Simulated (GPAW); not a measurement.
# Cost against accuracy: ecut for CuGaSe2 (I-42d, 8 atoms in the cell)

Cell: a = 6.7215 Å, b = 6.7215 Å, c = 6.7215 Å, α = 131.20°, β = 131.20°, γ = 71.50°.

Method: PBE, GPAW PAW datasets PBE (gpaw-data 1.0.1) (plane waves; GPAW).

Base settings: mode = pw; ecut = 800 eV; xc = PBE; kpts = 3 3 3; mesh shift (steps) = 0 0 0; occupations.name = methfessel-paxton; occupations.width = 0.05 eV; occupations.order = 0; nbands = -8; convergence.density = 1e-05 e/electron.

Misses are taken against the tightest run, 1600 eV, which need not be fully converged itself. The energy is the free energy per atom.

The count of work is k-points × plane waves × bands × iterations; it is no time, and leaves out set-up, grids and terms that scale otherwise. Core times come from one kind of shared machine and are given to one figure; runs under 30 s give none.

The starting cell has typed, rounded lattice constants, without a prior relaxation at this level. Its lattice was rescaled by a random factor within 2.5 % of one. In the base run, with a pressure of about 6 GPa the cell is away from its equilibrium volume at this level.

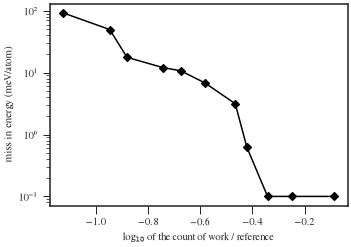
Fig. 1. Miss against the count of work; the reference run is not drawn, and misses under 0.1 meV/atom are drawn there.

| ecut | energy less reference (meV/atom) | pressure less reference (GPa) | count of work / reference | core time / reference (rough) |
|---|---|---|---|---|
| 320 eV | 92.34 | -0.54 | 0.075 | – |
| 400 eV | 49.77 | -1.24 | 0.11 | – |
| 480 eV | 17.72 | -0.45 | 0.13 | – |
| 560 eV | 12.11 | -0.03 | 0.18 | 0.2 |
| 640 eV | 10.71 | -0.12 | 0.21 | 0.2 |
| 720 eV | 6.82 | -0.20 | 0.26 | 0.4 |
| 800 eV | 3.15 | -0.14 | 0.34 | 0.4 |
| 920 eV | 0.62 | -0.05 | 0.38 | 0.4 |
| 1040 eV | 0.09 | -0.01 | 0.45 | 0.6 |
| 1200 eV | 0.02 | 0.00 | 0.56 | 0.7 |
| 1400 eV | 0.01 | 0.00 | 0.82 | 0.9 |
| 1600 eV | 0.00 | 0.00 | 1.0 | 1 |

Coarsest setting among those run that, with all tighter ones, holds the energy within 20 meV/atom of the reference: 480 eV, off by 18 meV/atom; it needs 0.13 of the reference's count of work.

Coarsest setting among those run that, with all tighter ones, holds the energy within 1 meV/atom of the reference: 920 eV, off by 0.62 meV/atom; it needs 0.38 of the reference's count of work and about 0.4 of the reference's time.

Smallest miss in the energy for at most 0.3 times the reference's count of work: 720 eV, with a miss of 6.8 meV/atom at a count of 0.26.

The step from 640 eV to 1400 eV: it takes the miss in the energy from 11 to 0.01 meV/atom, for 3.9 times the count of work and roughly 4 times the time.
